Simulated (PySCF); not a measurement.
**BH₅OSi: electronic excitations and core binding energies**

Aim: predict the electronic excitations and core binding energies of BH₅OSi (`B[SiH2]O`).

Computed with PySCF 2.14.0, with density-fitted response routines of our own, on a single molecule in the gas phase. Atoms count from 0, in the outputs and in this text.

## Step 1: The starting structure

8 atoms, charge 0, multiplicity 1; geometry from: GFN2-xTB.

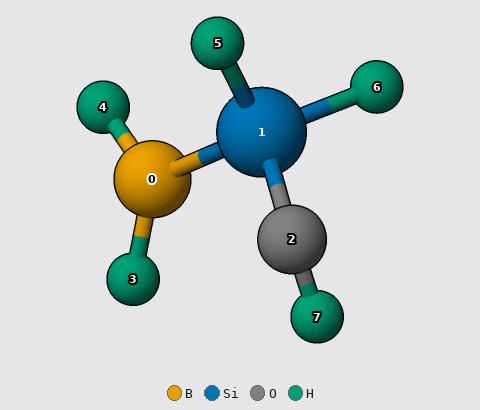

As it starts; boron amber, silicon blue, oxygen grey, hydrogen teal, atoms numbered.

## Step 2: TDDFT and polarisability: B3LYP/def2-SVPD

Job settings and geometry (Å):

```
{"job": {"kind": "uv", "xc": "B3LYP", "basis": "def2-SVPD", "nstates": 8, "ntriplets": 3}, "charge": 0, "multiplicity": 1}
B      1.344355    -0.348691     0.056147
Si    -0.397127     0.542895     0.059759
O     -1.613224    -0.354798    -0.580710
H      1.467024    -1.505906    -0.081497
H      2.331234     0.261471     0.204534
H     -0.538482     1.725366    -0.795357
H     -0.812875     0.943527     1.423639
H     -1.771847    -1.254452    -0.311081
```

Method: TDDFT B3LYP/def2-SVPD, vertical, gas phase, core orbitals frozen in the response.

Command:

```console
OMP_NUM_THREADS=1 python probes_run.py task.json out
```

One launch serves the whole session: the jobs run in the order shown.

The log of the run:

```text
coarse grid: 6896 points
cycle   1  E = -392.2649350370  dE =  8.903e-02  |g| = 7.243e-01  |ddm| = 3.255e+00
cycle   2  E = -391.9853841645  dE =  2.796e-01  |g| = 1.379e+00  |ddm| = 1.887e+00
cycle   3  E = -392.3649180777  dE = -3.795e-01  |g| = 6.378e-02  |ddm| = 1.240e+00
cycle   4  E = -392.3660134127  dE = -1.095e-03  |g| = 1.869e-02  |ddm| = 1.578e-01
cycle   5  E = -392.3661321933  dE = -1.188e-04  |g| = 3.421e-03  |ddm| = 4.037e-02
cycle   6  E = -392.3661364712  dE = -4.278e-06  |g| = 8.103e-04  |ddm| = 7.555e-03
final grid: 61208 points
cycle   7  E = -392.4248721200  dE = -1.521e-05  |g| = 1.809e-03  |ddm| = 3.313e-02
cycle   8  E = -392.4248723727  dE = -2.527e-07  |g| = 1.708e-03  |ddm| = 6.046e-03
cycle   9  E = -392.4248732710  dE = -8.983e-07  |g| = 4.511e-04  |ddm| = 2.890e-03
cycle  10  E = -392.4248733082  dE = -3.723e-08  |g| = 9.108e-05  |ddm| = 5.139e-04
cycle  11  E = -392.4248733102  dE = -1.964e-09  |g| = 1.193e-05  |ddm| = 1.284e-04
cycle  12  E = -392.4248733102  dE = -5.770e-11  |g| = 3.430e-06  |ddm| = 3.627e-05
converged SCF energy = -392.4248733102

Static polarisability (au): isotropic 46.798, principal 40.891 45.600 53.904

Singlet excitations
state   eV       nm        f      main configurations
  1   3.8635    320.9   0.00423   H->L 0.96
  2   4.9417    250.9   0.02664   H-1->L 0.94
  3   5.4870    226.0   0.00085   H-2->L 0.91
  4   6.3682    194.7   0.02978   H-3->L 0.86
  5   6.6007    187.8   0.00463   H->L+1 0.98
  6   6.7236    184.4   0.01218   H-4->L 0.86
  7   7.3752    168.1   0.00850   H-1->L+1 0.97
  8   7.6282    162.5   0.03403   H->L+2 0.96

Triplet excitations (Tamm-Dancoff, eV): 3.0995 4.5228 4.8410
```

It took 12 s on 1 thread of Arm Neoverse N1, shared host; peak memory 0.43 GiB.

Frontier orbitals and where they lie:

| orbital | eV | atoms |
| --- | --- | --- |
| HOMO−3 | -10.18 | O2 44 %, Si1 22 %, B0 11 % |
| HOMO−2 | -9.79 | B0 32 %, O2 22 %, H3 19 % |
| HOMO−1 | -8.66 | O2 34 %, Si1 25 %, H5 18 % |
| HOMO | -7.91 | O2 32 %, B0 24 %, Si1 22 % |
| LUMO | -2.84 | B0 56 %, Si1 19 %, H3 10 % |
| LUMO+1 | -0.17 | Si1 28 %, O2 25 %, B0 15 % |
| LUMO+2 | 0.59 | B0 58 %, Si1 13 %, H3 9 % |

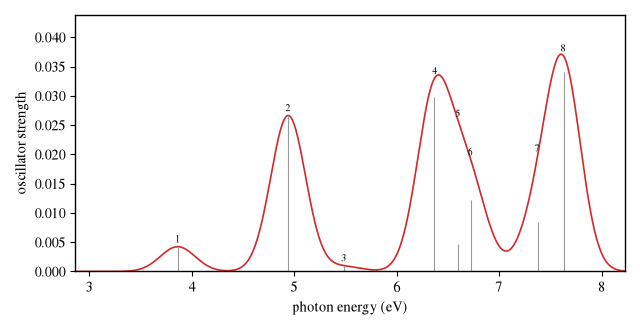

Absorption spectrum from the 8 singlet states computed; above the last one it falls off for lack of states. Lines are broadened to a width of 0.40 eV (Gaussian).

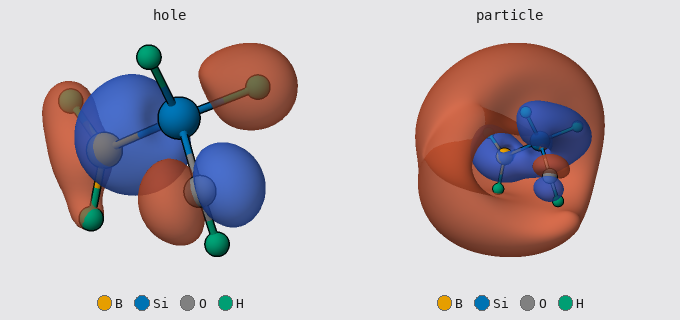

Leading natural transition orbitals of singlet state 8: the electron leaves the hole (left) for the particle orbital (right).

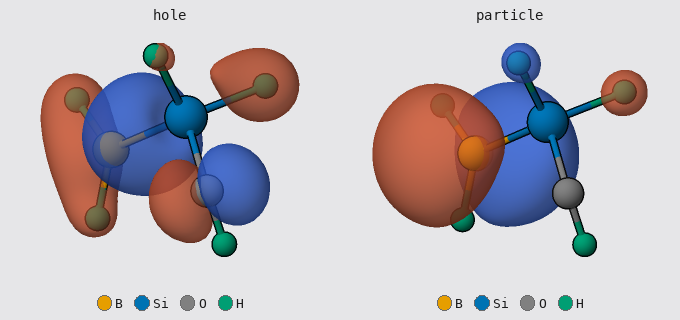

Leading natural transition orbitals of singlet state 1: the electron leaves the hole (left) for the particle orbital (right).

Ground-state properties from the same run:

| property | computed |
| --- | --- |
| dipole moment (D) | 1.66 |
| polarisability (Å³) | 6.93 |
| HOMO–LUMO gap (eV) | 5.06 |
| −ε(HOMO) (eV) | 7.91 |

The fields below are evaluated on a grid from the run's orbitals.

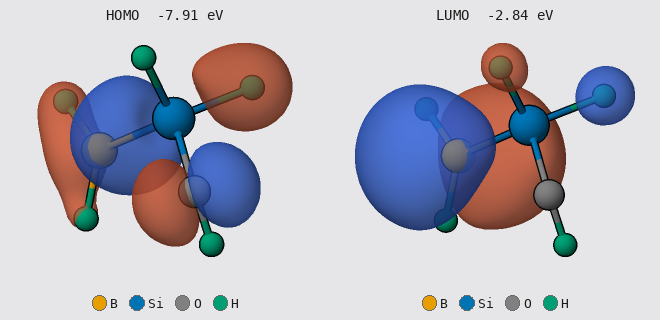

B3LYP/def2-SVPD orbitals near the gap, drawn at the value that encloses 70 % of each; the two colours are the two signs.

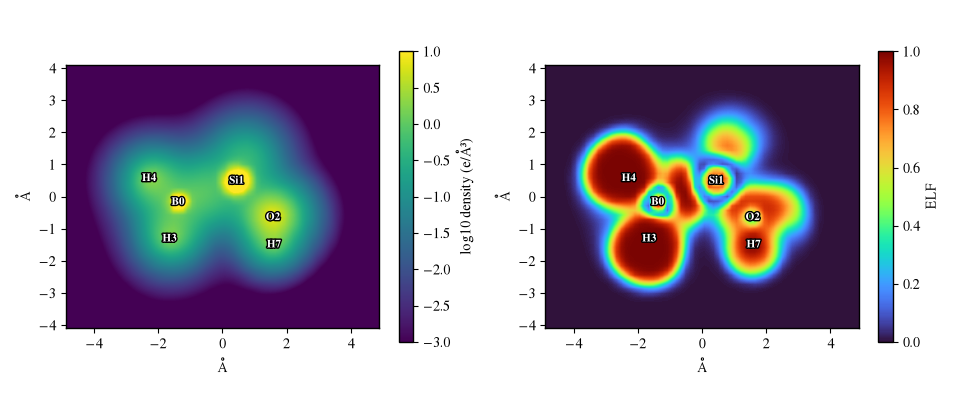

Density (left) and ELF (right) in a plane through or near 6 of the atoms.

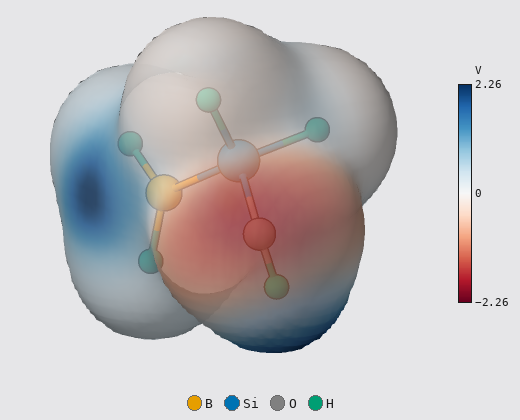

The potential that a unit positive charge feels on the 0.002 e/bohr³ surface, from -1.42 V near O2 to 2.26 V near H7.

## Step 3: Core holes by ΔSCF: SCAN, X2C

The job, as its differences from that of step 2:

```diff
@@ -1,2 +1,2 @@
-{"job": {"kind": "uv", "xc": "B3LYP", "basis": "def2-SVPD", "nstates": 8, "ntriplets": 3}, "charge": 0, "multiplicity": 1}
+{"job": {"kind": "xps"}, "charge": 0, "multiplicity": 1}
 B      1.344355    -0.348691     0.056147
```

Method: delta-SCF UKS SCAN, pcX-2 on the ionised atom, pcseg-1 elsewhere, spin-free X2C.

The log of the run:

```text
ground state, core basis on atom 0 (B), 102 functions
  cycle   1  E = -392.99864533  |g| = 6.87e-01
  cycle   2  E = -392.49516360  |g| = 1.64e+00
  cycle   3  E = -393.08346424  |g| = 1.38e-01
  cycle   4  E = -393.08944556  |g| = 5.38e-02
  cycle   5  E = -393.09034815  |g| = 1.39e-02
  cycle   6  E = -393.09041929  |g| = 2.53e-03
  cycle   7  E = -393.09042176  |g| = 4.54e-04
  E(ground) = -393.12625604 Eh
hole in B 1s of atom 0
  cycle   1  E = -385.46510328  |g| = 1.14e+00
  cycle   2  E = -383.31771473  |g| = 2.06e+00
  cycle   3  E = -385.59450190  |g| = 7.70e-01
  cycle   4  E = -385.84250420  |g| = 2.17e-01
  cycle   5  E = -385.64855975  |g| = 5.31e-01
  cycle   6  E = -385.87325405  |g| = 9.68e-02
  cycle   7  E = -385.86328290  |g| = 1.62e-01
  cycle   8  E = -385.86394354  |g| = 1.59e-01
  cycle   9  E = -385.87343551  |g| = 1.10e-01
  cycle  10  E = -385.88086397  |g| = 2.49e-02
  cycle  11  E = -385.88108994  |g| = 1.65e-02
  cycle  12  E = -385.88126612  |g| = 2.47e-03
  cycle  13  E = -385.88127291  |g| = 1.12e-03
  cycle  14  E = -385.88127519  |g| = 7.72e-04
  cycle  15  E = -385.88127669  |g| = 5.42e-04
  cycle  16  E = -385.88127667  |g| = 2.95e-04
  E(ion) = -385.91693175 Eh   <S^2> = 1.1708   hole on atom = 1.000   binding energy = 196.176 eV
ground state, core basis on atom 1 (Si), 113 functions
  cycle   1  E = -393.19985652  |g| = 2.88e-01
  cycle   2  E = -393.19995452  |g| = 4.38e-02
  cycle   3  E = -393.20000510  |g| = 3.19e-02
  cycle   4  E = -393.20016485  |g| = 5.65e-03
  cycle   5  E = -393.20017085  |g| = 1.43e-03
  cycle   6  E = -393.20017311  |g| = 1.20e-04
  E(ground) = -393.19319096 Eh
hole in Si 1s of atom 1
  cycle   1  E = -324.27809039  |g| = 4.35e+00
  cycle   2  E = -324.56732596  |g| = 2.04e+00
  cycle   3  E = -325.09529684  |g| = 6.82e-01
  cycle   4  E = -325.27016439  |g| = 3.76e-01
  cycle   5  E = -325.31841648  |g| = 1.25e-01
  cycle   6  E = -325.32564113  |g| = 1.67e-02
  cycle   7  E = -325.32576322  |g| = 3.72e-03
  cycle   8  E = -325.32576915  |g| = 1.27e-03
  cycle   9  E = -325.32577145  |g| = 2.78e-04
  E(ion) = -325.32595347 Eh   <S^2> = 0.7520   hole on atom = 1.000   binding energy = 1846.762 eV
hole in Si 2p of atom 1
  cycle   1  E = -388.93594308  |g| = 1.23e+00
  cycle   2  E = -388.90131093  |g| = 1.02e+00
  cycle   3  E = -389.21623803  |g| = 2.67e-01
  cycle   4  E = -389.24244984  |g| = 1.38e-01
  cycle   5  E = -389.24894953  |g| = 3.78e-02
  cycle   6  E = -389.24968610  |g| = 3.56e-03
  cycle   7  E = -389.24969101  |g| = 1.76e-03
  cycle   8  E = -389.24969300  |g| = 2.53e-04
  E(ion) = -389.25312903 Eh   <S^2> = 0.7514   hole on atom = 1.002   binding energy = 107.215 eV
  2p3/2 = 106.968 eV   2p1/2 = 107.593 eV
ground state, core basis on atom 2 (O), 102 functions
  cycle   1  E = -393.13204696  |g| = 9.95e-02
  cycle   2  E = -393.13155252  |g| = 6.83e-02
  cycle   3  E = -393.13183356  |g| = 5.72e-02
  cycle   4  E = -393.13238194  |g| = 4.59e-03
  cycle   5  E = -393.13238750  |g| = 3.94e-04
  E(ground) = -393.16417636 Eh
hole in O 1s of atom 2
  cycle   1  E = -372.54183332  |g| = 2.22e+00
  cycle   2  E = -372.23448607  |g| = 2.10e+00
  cycle   3  E = -373.31615119  |g| = 3.40e-01
  cycle   4  E = -373.34655852  |g| = 5.95e-02
  cycle   5  E = -373.34841921  |g| = 2.17e-02
  cycle   6  E = -373.34878033  |g| = 4.09e-03
  cycle   7  E = -373.34879084  |g| = 1.55e-03
  cycle   8  E = -373.34879207  |g| = 4.48e-04
  E(ion) = -373.38076758 Eh   <S^2> = 0.7611   hole on atom = 1.000   binding energy = 538.334 eV
```

Run time: 18 s. Hardware: 1 thread of Arm Neoverse N1, shared host; peak memory 0.35 GiB.

The holes in one table. −ε is the ground-state orbital energy:

| hole | stands for | environment | ΔSCF (eV; 2p as the shell's mean) | −ε (eV) | ⟨S²⟩ |
| --- | --- | --- | --- | --- | --- |
| B1s on B0 | B0 | boron bonded to Si, 2 H | 196.18 (doubtful) | 180.6 | 1.171 |
| Si1s on Si1 | Si1 | silicon bonded to B, O, 2 H | 1846.76 | 1793.3 | 0.752 |
| Si2p on Si1 | Si1 | silicon bonded to B, O, 2 H | 107.18 | 96.1 | 0.751 |
| O1s on O2 | O2 | oxygen bonded to Si, H | 538.33 | 516.3 | 0.761 |

Doubtful: the ion did not converge, its hole moved, or its ⟨S²⟩ is well above 0.75.

With the spin-orbit splitting: Si1 2p3/2 106.97, 2p1/2 107.59 eV. The table gives each 2p level as the mean over the whole 2p shell (two parts 2p3/2, one part 2p1/2), which differs a little from the single hole in the log.

## Step 4: What came out

| quantity | value |
| --- | --- |
| lowest singlet (B3LYP/def2-SVPD) | 3.86 eV (321 nm), f = 0.004 |
| brightest single state of those computed | state 8, 7.63 eV, f = 0.034 |
| lowest triplet | 3.10 eV |
| surface potential, least and greatest | -1.42 V and 2.26 V |
| Si1s binding energies, SCAN/pcX-2 | Si1 1846.76 eV |
| Si2p binding energies, SCAN/pcX-2 | Si1 107.18 eV |
| O1s binding energies, SCAN/pcX-2 | O2 538.33 eV |

The first singlet state (HOMO→LUMO 0.96) lies at 3.86 eV and is weak; of the 8 states computed, the strongest absorption comes from state 8 at 7.63 eV (the last computed, so partners may be missing). The lowest triplet lies 0.76 eV below the lowest singlet (triplets in Tamm-Dancoff, singlets in full TDDFT). At B3LYP/def2-SVPD, counted by nearest atom on the grid, the HOMO lies on O2 30 %; B0 24 %, the LUMO on B0 56 %; H3, H4 about 13 % each.
